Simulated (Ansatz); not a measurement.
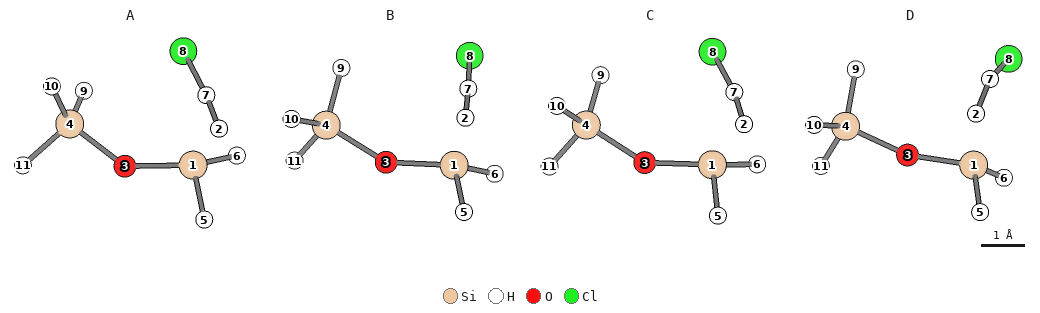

4 geometries from one constrained relaxation of Si$_{2}$H$_{7}$OCl, in shuffled order. Style: ball-and-stick. Shown at a tilt.

The reaction that was planned forms Si1–Cl8, H2–H7 and breaks Si1–H2, H7–Cl8 (atoms numbered from 1 in input order).

Method: Ansatz 0.2.0, RKS PBE0-D4/def2-SVP. Settings: held fixed: the distance between atoms 1 (Si) and 8 (Cl), the distance between atoms 2 (H) and 7 (H), the distance between atoms 1 (Si) and 2 (H), the distance between atoms 7 (H) and 8 (Cl), counting from 1; force threshold 0.04 eV/Å; at most 150 steps.

> Order the frames from highest to lowest energy.

D, B, C, A. They are steps 0, 5, 9, 15, at +0.518 eV, +0.155 eV, +0.058 eV relative to the last. The atom that moves furthest after the best rigid fit is Cl8 (1.14 Å). By element the largest moves are Cl 1.14 Å, H 1.02 Å, O 0.27 Å, Si 0.15 Å. Near-neighbour distances that change, for instance: Si4–Cl8 4.121 → 3.205 Å, Si1–H7 2.269 → 1.961 Å, O3–Si4 1.637 → 1.691 Å, Si1–H5 1.458 → 1.488 Å. Bond angles that change, for instance: Si1–O3–Si4 164.1° → 142.4°, O3–Si1–H6 109.2° → 123.2°, O3–Si1–H5 110.1° → 104.6°. Over 14 accepted moves (15 points after the start) the energy falls by 0.518 eV. The largest force component goes from 0.7 to 0.02 eV/Å. The line search rejected the trial step at point 12 of the run.
